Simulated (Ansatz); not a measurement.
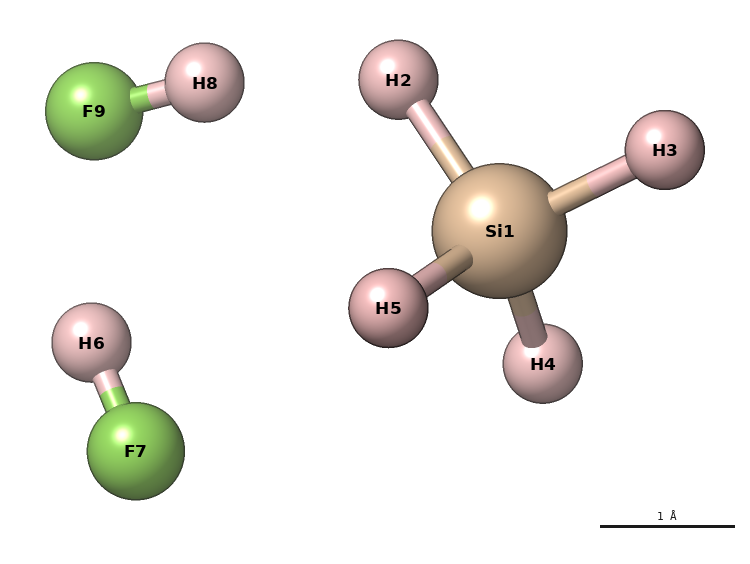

The computed geometry is a stationary point of PBE0-D4/def2-TZVP, a saddle point of order 1.

Which hydrogen bonds does the structure hold? Count O, N, F, S and Cl donors.

```json
{"D–H···A": "F7–H6···F9", "D–H (Å)": "0.93", "H···A (Å)": "1.75", "angle (°)": "156", "kind": "intermolecular"}
```
